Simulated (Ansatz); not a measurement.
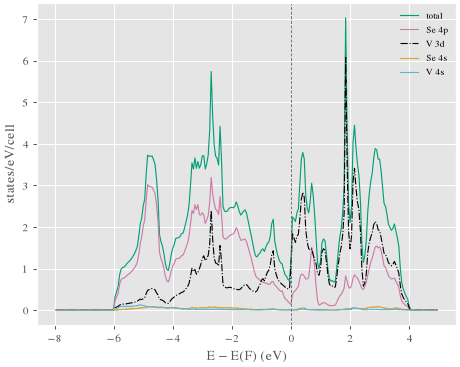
Total and projected density of states of VSe$_{2}$ (CdI2 type, space group No. 164), plane-wave PAW r²SCAN+D4 (Ansatz code)

### Question
Which orbitals carry the states next to the Fermi level?

### Answer
Within 0.5 eV of the Fermi level: V 3d 72 %, Se 4p 26 %. Projections are on Löwdin-orthogonalised atomic valence shells; empty p or d shells of many metals are not among them.

### Question
Where is the tallest occupied peak in this window, and what makes it?

### Answer
Near -2.7 eV, about 5.7 states/eV per cell; the largest projected share is Se 4p.

Space group P-3m1 (CdI2 type). The workflow started from an entry of the Crystallography Open Database (COD). Whether it is the stable phase at ambient conditions was not checked. The r²SCAN+D4 relaxation kept the symmetry of its start; whether a distortion lowers the energy is not shown. Spin order of the final state: ferromagnetic, the only order run, not a proven ground state. The cell computed holds one magnetic atom, so no antiferromagnetic order was within reach. Other orbital occupations within this spin state were not tried. No Hubbard U is applied. The compound may be a true metal, but semilocal functionals without U, or a wrong spin order, can also close a gap. Spin–orbit coupling is left out wherever it is not named.

Potentials: the later of the program's two PAW sets.
